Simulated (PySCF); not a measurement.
# MoNBr: structure of the triplet

Aim: relax MoNBr as a triplet from a bent start, check by its vibrations whether the end is a minimum, and collect its spectrum and constants.

The runs use PySCF 2.14.0; PBE0, basis Mo def2-TZVP with ECP28, N def2-TZVP, Br def2-TZVP, scalar-relativistic core potentials, no spin–orbit coupling, density fitting.

## (1) Starting geometry

3 atoms, charge 0, spin multiplicity 3.

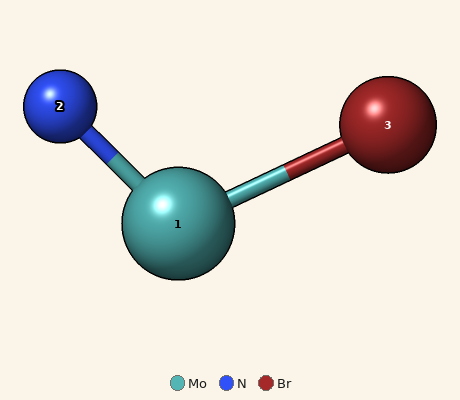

The starting geometry (molybdenum teal, nitrogen blue, bromine red); atoms are numbered from 1 in the order of the file.

Z-matrix (Å, degrees; charge 0 multiplicity 3):
```
Mo
N  1 1.8100
Br 1 2.5200 2 110.00
```

## (2) Finding the electronic state

One driver script runs all steps and calls PySCF; scf.py shows how it sets up the SCF of each step. The optimiser is the driver's own. After this first run the driver tries any further starts and a stability analysis.

The input, scf.py:

```python
from pyscf import gto, scf, dft
mol = gto.M(atom='''
Mo     0.000000     0.000000     0.000000
N     -1.482700     0.000000     1.038200
Br     2.064300     0.000000     1.445400''',
    basis={'Mo': 'def2-TZVP', 'N': 'def2-TZVP', 'Br': 'def2-TZVP'},
    ecp={'Mo': 'def2-TZVP'},
    charge=0, spin=2)
mf = dft.UKS(mol, xc='PBE0')
mf.grids.atom_grid = (50, 194)
aux = {'Mo': 'def2-universal-JKFIT', 'N': 'def2-universal-JKFIT', 'Br': 'def2-universal-JKFIT'}
mf = mf.density_fit(auxbasis=aux)
mf.conv_tol = 1e-08
mf.diis_space = 10
mf.max_cycle = 60
mf.init_guess = 'minao'
mf.verbose = 4
mf.kernel()
```

Started as:

```console
$ OMP_NUM_THREADS=4 python axn.py task.json out
```

Log:

```text
init E= -2689.0799855352
[... the frontier-level lines of each cycle are left out ...]
cycle= 1 E= -2696.63731789307  delta_E= -7.56  |g|= 0.439  |ddm|= 2.76
cycle= 2 E= -2696.54127340634  delta_E= 0.096  |g|= 0.637  |ddm|= 0.831
cycle= 3 E= -2696.55491902413  delta_E= -0.0136  |g|= 0.654  |ddm|= 0.651
cycle= 4 E= -2696.73413214057  delta_E= -0.179  |g|= 0.0579  |ddm|= 0.303
cycle= 5 E= -2696.73716056645  delta_E= -0.00303  |g|= 0.0404  |ddm|= 0.105
cycle= 6 E= -2696.73889927344  delta_E= -0.00174  |g|= 0.0166  |ddm|= 0.0544
cycle= 7 E= -2696.74000772876  delta_E= -0.00111  |g|= 0.0128  |ddm|= 0.0408
cycle= 8 E= -2696.74207757166  delta_E= -0.00207  |g|= 0.0154  |ddm|= 0.0976
cycle= 9 E= -2696.74311301882  delta_E= -0.00104  |g|= 0.00645  |ddm|= 0.0849
cycle= 10 E= -2696.74321495964  delta_E= -0.000102  |g|= 0.00204  |ddm|= 0.0241
cycle= 11 E= -2696.74322582375  delta_E= -1.09e-05  |g|= 0.000713  |ddm|= 0.00665
cycle= 12 E= -2696.74322869439  delta_E= -2.87e-06  |g|= 0.000573  |ddm|= 0.00418
cycle= 13 E= -2696.74322946036  delta_E= -7.66e-07  |g|= 0.000176  |ddm|= 0.00224
cycle= 14 E= -2696.74322965663  delta_E= -1.96e-07  |g|= 9.1e-05  |ddm|= 0.00141
cycle= 15 E= -2696.74322968869  delta_E= -3.21e-08  |g|= 5.24e-05  |ddm|= 0.000396
cycle= 16 E= -2696.74322969632  delta_E= -7.62e-09  |g|= 4.27e-05  |ddm|= 0.000265
Extra cycle  E= -2696.74322968632  delta_E= 1e-08  |g|= 0.000168  |ddm|= 0.00013
converged SCF energy = -2696.74322968632  <S^2> = 2.4156758  2S+1 = 3.2653795
```

This step, with its further starts and checks, ran for 17 s (4 threads of Arm Neoverse V2, shared host).

The starts that the driver tried:

| start | energy (Eh) |
| --- | --- |
| the minimal-basis guess | -2696.743230 |
| a thermally smeared density | -2696.743230 |
| a smeared PBE density | -2696.743230 |

The test of internal stability and the other starts found no lower solution of this spin.

## (3) Relaxing the triplet from the bent start

The program finds Cs symmetry in the start, which this walk keeps. The walk stops when the largest gradient is under 0.0003 Eh/bohr and the energy has settled too.

scf.py: that of step 2 with these lines changed.

```diff
@@ -3,3 +3,3 @@
-Mo     0.000000     0.000000     0.000000
-N     -1.482700     0.000000     1.038200
-Br     2.064300     0.000000     1.445400''',
+Mo    -0.744910     0.000000    -0.673944
+N     -2.227610     0.000000     0.364256
+Br     1.319390     0.000000     0.771456''',
@@ -16 +15,0 @@
-mf.init_guess = 'minao'
```

Steps of the walk:

| step | energy (Eh) | change (kJ/mol) | largest symmetric gradient (Eh/bohr) |
| --- | --- | --- | --- |
| 0 | -2696.743230 | 0.00 | 0.09602 |
| 1 | -2696.773654 | -79.88 | 0.02198 |
| 2 | -2696.773709 | -80.02 | 0.02871 |
| 3 | -2696.774554 | -82.24 | 0.00178 |
| 4 | -2696.774567 | -82.28 | 0.00051 |
| 5 | -2696.774573 | -82.29 | 0.00030 |
| 6 | -2696.774574 | -82.29 | 0.00013 |

The walk took 21 s.

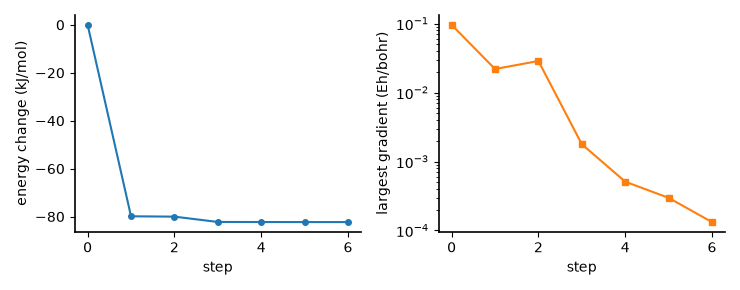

How energy and gradient fall.

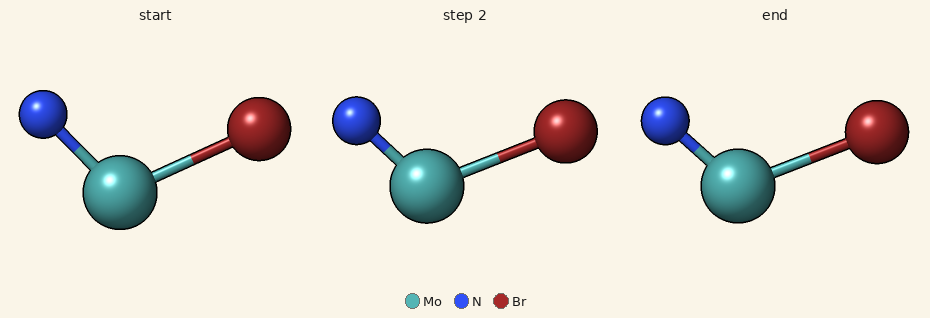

Start and end of the relaxation, with a step between.

After 6 steps and 82.3 kJ/mol it ends at Cs: Mo–Br 2.458 Å, Mo–N 1.612 Å; Br–Mo–N 117.0°.

## (4) Hessian and properties

On the finer grid the gradient is checked again; gradients at displacements of ±0.02 bohr then give force constants and infrared intensities.

scf.py: that of step 3 with these lines changed.

```diff
@@ -3,3 +3,3 @@
-Mo    -0.744910     0.000000    -0.673944
-N     -2.227610     0.000000     0.364256
-Br     1.319390     0.000000     0.771456''',
+Mo    -0.764224     0.000000    -0.595472
+N     -2.139896     0.000000     0.244244
+Br     1.327654     0.000000     0.695139''',
@@ -10 +10 @@
-mf.grids.atom_grid = (50, 194)
+mf.grids.atom_grid = (75, 302)
@@ -13 +13 @@
-mf.conv_tol = 1e-08
+mf.conv_tol = 1e-10
```

The driver hands on the density of the step before, so the log starts near convergence.

SCF at the final geometry:

```text
init E= -2696.77463342288
[... the frontier-level lines of each cycle are left out ...]
cycle= 1 E= -2696.77463342288  delta_E= -1.36e-12  |g|= 8.45e-07  |ddm|= 4.62e-06
Extra cycle  E= -2696.77463342288  delta_E= 1.36e-12  |g|= 1.53e-06  |ddm|= 3.08e-06
converged SCF energy = -2696.77463342288  <S^2> = 2.0621383  2S+1 = 3.0411434
```

The whole step took 66 s.

Geometry: Cs; Mo–Br 2.458 Å, Mo–N 1.612 Å; Br–Mo–N 116.9°.

Harmonic modes (main isotopes):

```csv
symmetry,ω (cm⁻¹),IR (km/mol)
a',141,4.7
a',279,41.6
a',1151,95.9
```

Every mode is real; the point is a minimum.

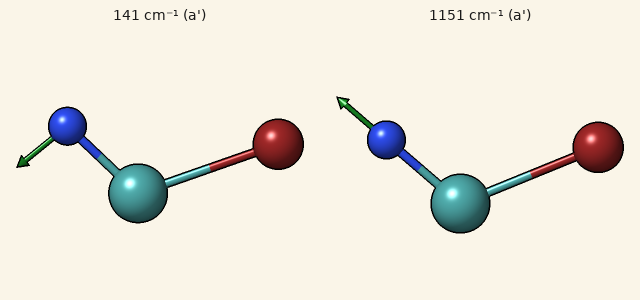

Displacements of 2 of the modes, as arrows (one member where a mode is degenerate).

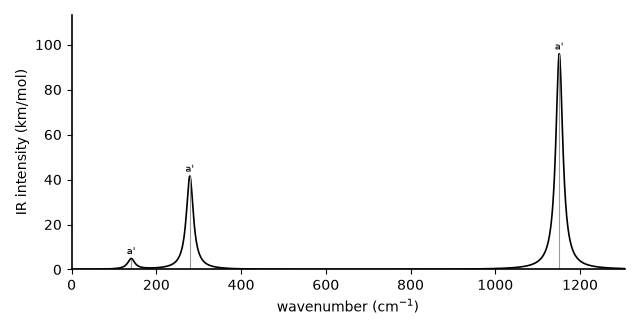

The harmonic infrared spectrum (widths in cm⁻¹). Lines are broadened to a width of 20 cm⁻¹ (Lorentzian).

Properties at this point:

* Dipole moment: 4.82 D
* Highest occupied level: -6.76 eV
* Lowest empty level: -3.46 eV
* Rotational constants: 0.7421, 0.05414, 0.05046 cm⁻¹
* Zero-point energy: 9.4 kJ/mol
* Principal polarisabilities: 49.6, 54.0, 81.4 bohr³
* Atomisation energy without zero-point energy: 826 kJ/mol
* Principal traceless quadrupole moments about the centre of mass: -11.82, 1.65, 10.17 D Å
* Entropy at 298.15 K and 1 bar (electronic part: spin only): 311.4 J/(mol K)
* Heat capacity Cp at 298.15 K: 49.4 J/(mol K)
* Enthalpy at 298.15 K above 0 K: 12.87 kJ/mol
* Rotational symmetry number: 1
* Spin squared ⟨S²⟩: 2.062

Charges (e) and bond orders:

```tsv
atom	Mulliken	Löwdin	polar tensor	spin (Mulliken)	Mayer order to Mo1
Mo1	0.92	0.29	1.22	2.38	–
N2	-0.47	-0.24	-0.64	-0.38	2.83
Br3	-0.45	-0.05	-0.58	0.01	0.91
```

Mulliken populations on Mo1 (outside its core potential): s 2.28, p 6.14, d 4.62, f 0.03.

## (5) Summary of results

| quantity | value |
| --- | --- |
| minimum | triplet, Cs |
| geometry | Mo–Br 2.458 Å, Mo–N 1.612 Å; Br–Mo–N 116.9° |
| wavenumbers (cm⁻¹) | 141 (a'), 279 (a'), 1151 (a') |
| dipole moment | 4.82 D |
| highest occupied, lowest empty level (either spin) | -6.76, -3.46 eV |
| polar-tensor charge of Mo1 | +1.22 e |
| zero-point energy | 9.4 kJ/mol |
| entropy at 298.15 K | 311.4 J/(mol K) |
| atomisation energy (no zero-point energy) | 826 kJ/mol |
| ⟨S²⟩ | 2.062 |

What this shows: The bent start keeps its Cs symmetry and ends in a minimum. In the infrared the band at 1151 cm⁻¹ (a', stretch) leads. Most of the spin sits on Mo1 (Mulliken spin 2.38, against 2 for the whole molecule). Other starts or spin states, not run here, may lie lower. Open d and f shells are described by one determinant, and the ground state may have another occupation or spin.

The search up to here took 1.7 min.
